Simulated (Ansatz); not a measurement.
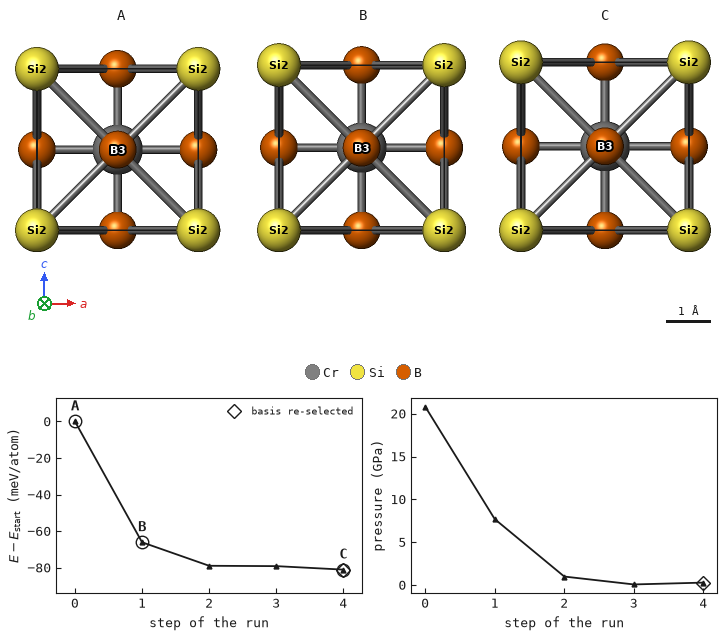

Frames of a relaxation of crystalline CrSiB3 (a generated structure, set up in Pm-3m) (coarse preliminary run), marked on the history of the run. Style: ball-and-stick. Shown: the cell of the calculation, along the b axis.

Computed with DFT PBE, scalar-relativistic, plane waves, PAW in Ansatz 0.2.0. (plane-wave cutoff 420 eV; k-point mesh 4 × 4 × 4; occupations gaussian; smearing width 0.1 eV; collinear spin; cell and atoms relaxed; force threshold 0.04 eV/Å; at most 70 steps)

Describe the path.

The atoms keep their places relative to the cell (all moves are under 0.005 Å). The volume changes by +12.8 %, with a = b = c 3.747 → 3.901 Å (+4.1 %). Some distances before and after: Cr–Si 3.245 → 3.378 Å, B–Si 2.650 → 2.758 Å, B–Cr 1.874 → 1.950 Å. The space group stays Pm-3m (No. 221). After 3 accepted moves (4 points after the start) the energy has fallen by 81.1 meV per atom. All forces vanish by symmetry, so only the cell relaxes. Pressure: 20.82 GPa at the start and 0.28 GPa at the end. At 1 point the geometry stayed and the basis and grid were re-selected for the new cell (energy shift of 1.9 meV per atom at most each time). The program noted that the starting moments weren't kept. From step 0 to 1: volume +7.3 %, energy −66.1 meV per atom. From step 1 to 4: volume +5.1 %, energy −15.0 meV per atom.

Limits of the set-up: the k-point mesh is coarse for a cell with partly filled bands.
